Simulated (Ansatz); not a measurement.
# ClHInNaO: what the fields show

Input file:

```
basis:
  gaussian:
    orbitals: def2-TZVPD
crystal:
  periodic: [false, false, false]
  atoms:
    - {symbol: Cl, position_ang: [-3.040151, -1.349690, 0.895502]}
    - {symbol: In, position_ang: [-0.602189, -1.134999, 0.816083]}
    - {symbol: Na, position_ang: [1.373279, 1.048946, -0.123569]}
    - {symbol: O, position_ang: [-0.655455, 0.884074, -0.057712]}
    - {symbol: H, position_ang: [-1.558394, 1.191476, -0.194660]}
hamiltonian:
  xc: pbe0
output: {forces: true, orbitals: {seedname: orbitals}}
```

Run with:

```sh
ansatz run input.yaml --threads 1 --pin off --max-ram 2610MiB --events-out events.jsonl --progress --plain --runs-dir runs
```

Geometry: PBE0-D3(BJ)/def2-SVP; core potentials replace the inner electrons of In.

Method: isolated molecule in a Gaussian basis; Kohn-Sham density functional theory, functional PBE0 in Ansatz.

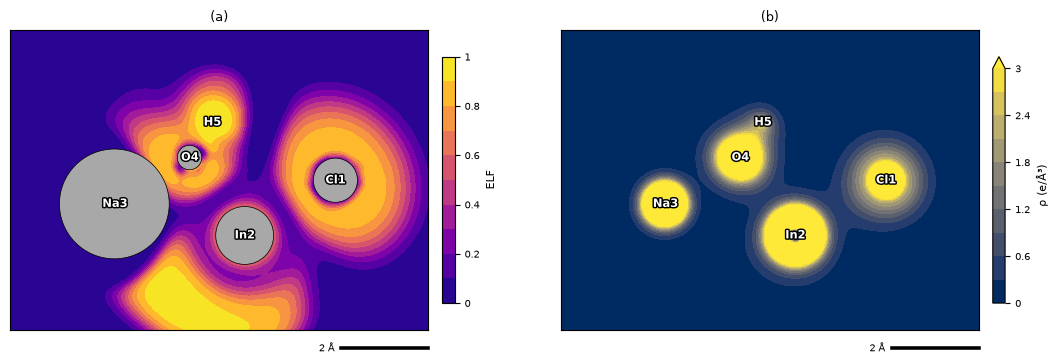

Figure 1. (a) electron localisation function; (b) electron density on the molecular plane. Grey discs cover the atomic cores in the ELF map.

### What does the map show?

The plane passes through Cl, In, Na, O and H nuclei. Na–O (2.04 Å): the density is about 0.31 e/Å³ at the midpoint; the ELF peaks at about 0.90 in the valence shell of O, 0.6 Å from its nucleus, and is about 0.10 at the midpoint (a closed-shell, largely ionic contact). In–O (2.20 Å): the density is about 0.47 e/Å³ at the midpoint; the ELF peaks at about 0.85 in the valence shell of O, 0.6 Å from its nucleus, and drops to about 0.10 between the two atoms. In–Cl (2.45 Å): the density is about 0.46 e/Å³ at the midpoint; the ELF peaks at about 0.85 in the valence shell of Cl, 0.9 Å from its nucleus, and drops to about 0.15 between the two atoms. O–H (0.96 Å): the density is about 3.7 e/Å³ at the midpoint; the ELF climbs to about 1 towards the hydrogen, as it does in any bond to H; an ordinary covalent bond to hydrogen. The ELF also peaks beside Cl1, away from the bonds: lone-pair regions.

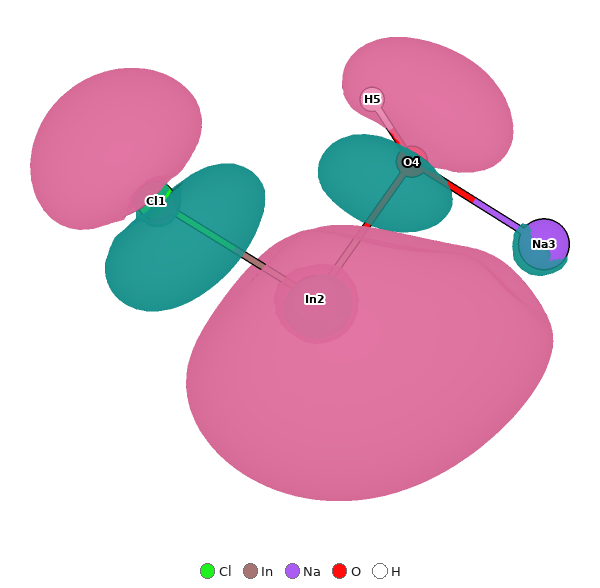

Figure 2. One frontier orbital at ±0.05 Å⁻³ᐟ² (teal and pink are the two phases), seen at a tilt.

### Which orbital is it: HOMO or LUMO?

The HOMO, at −5.74 eV. Its weight (Hirshfeld) is mainly on In2 (about 65 %), Cl1 (about 20 %), O4 (about 10 %) and Na3 (about 10 %); it is symmetric in the molecular plane (an in-plane orbital: σ, lone-pair or in-plane π type).
